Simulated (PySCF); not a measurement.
**C7H8F2 (SMILES C=C(C)[C@]1(CF)C=C1F): density, localisation and related maps**

Input file:

```
{"job": {"kind": "nmr", "xc": "PBE0", "basis": "pcSseg-1"}, "charge": 0, "multiplicity": 1}
C      1.228635    -1.452975    -0.305958
C      0.815363    -0.265195     0.115704
C      1.779131     0.847073     0.406992
C     -0.618814     0.071224     0.342542
C     -1.628997    -1.014818    -0.011657
F     -2.906079    -0.556535     0.193710
C     -1.082032     1.529246     0.213214
C     -0.991295     1.047235     1.411005
F     -1.097206     1.208438     2.711520
H      2.276000    -1.652790    -0.453182
H      0.561216    -2.267912    -0.518403
H      1.700834     1.158301     1.448228
H      1.554354     1.713267    -0.214504
H      2.799646     0.530778     0.213430
H     -1.507207    -1.901557     0.619670
H     -1.558817    -1.289098    -1.069689
H     -1.331730     2.307350    -0.463071
```

Run with:

```sh
OMP_NUM_THREADS=1 python probes_run.py task.json out
```

Geometry: GFN2-xTB.

The calculation used PBE0/pcSseg-1, SCF density, gas phase, non-relativistic (PySCF).

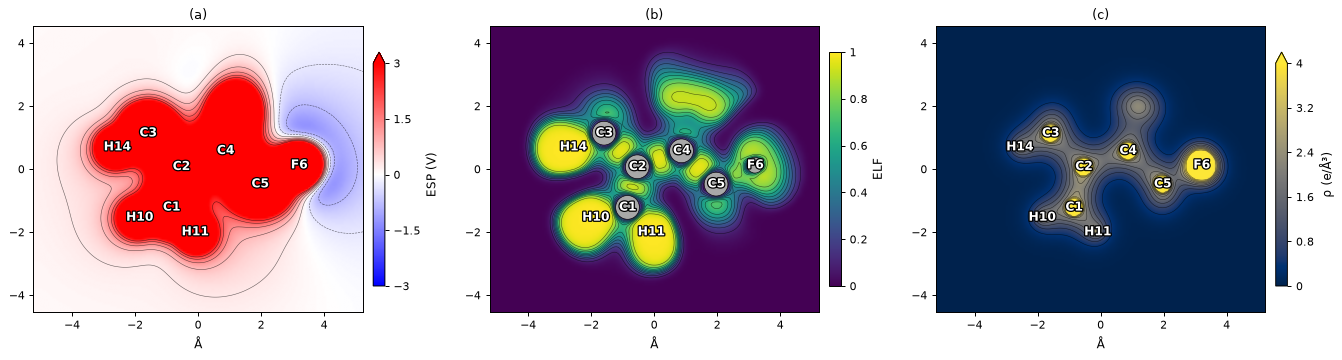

Figure 1. (a) molecular electrostatic potential; (b) ELF; (c) electron density on the plane of atoms C2, C1 and H10. Grey discs cover the atomic cores in the ELF map.

Read the bonding off the picture.

The plane passes through C, F and H nuclei.
C–H (1.08 Å): the density is about 2 e/Å³ at the midpoint; the ELF climbs to about 1 towards the hydrogen, as it does in any bond to H; a covalent bond by its length.
C–F (1.37 Å): ρ at the midpoint is about 2.1 e/Å³, with its minimum of 1.7 e/Å³ about 0.5 Å from C; the ELF peaks at about 0.85 between the atoms (a polar covalent bond).
C–C (1.49 Å): the density is about 1.8 e/Å³ at the midpoint; the ELF peaks at about 0.95 between the atoms (localised, covalent bonding).
The ELF also peaks beside F6, away from the bonds: lone-pair regions.
Outside the dense part of the molecule the potential is most negative (−1.3 V) near F6.

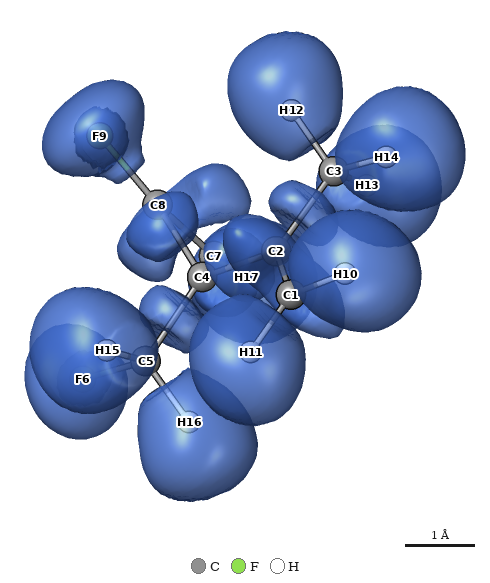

Figure 2. Isosurface of the ELF at 0.75 (blue), seen at an oblique angle. Core shells and regions of very low density are left out.

Where are the electrons localised?

At this value the surface marks out seven regions between bonded C–C atoms (shared pairs), eight regions around hydrogen nuclei and two regions on F in which the atom's valence shell and bonds are merged. Along the contacts the grid gives the following. C–C (1.29 Å): the ELF peaks at about 0.85 between the atoms; a short, multiple covalent bond. C–F (1.31 Å): the ELF peaks at about 0.85 between the atoms; a shared but strongly polarised pair.

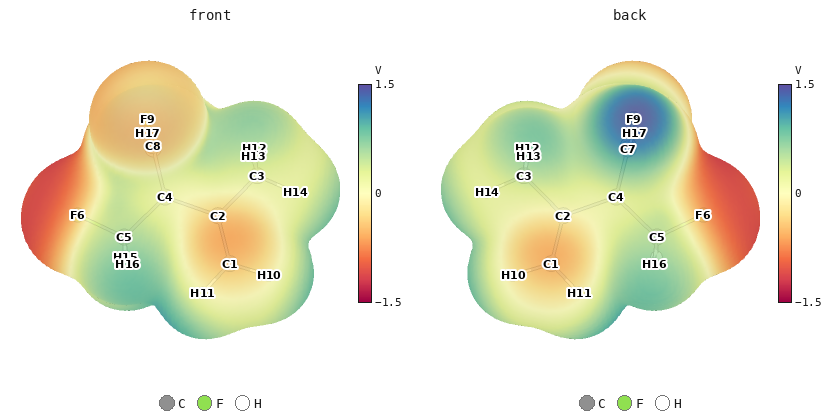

Figure 3. The electrostatic potential painted on the density surface at 0.002 e/bohr³, seen from the front and from behind; red is negative and blue positive.

Where is the surface potential most negative and most positive?

The most negative region (about −1.1 V, or −25 kcal/mol for a unit charge) lies over F6, the most positive (about +1.4 V, or +32 kcal/mol for a unit charge) over H17.

What dipole moment does the calculation give?

Its dipole moment is 1.98 D.
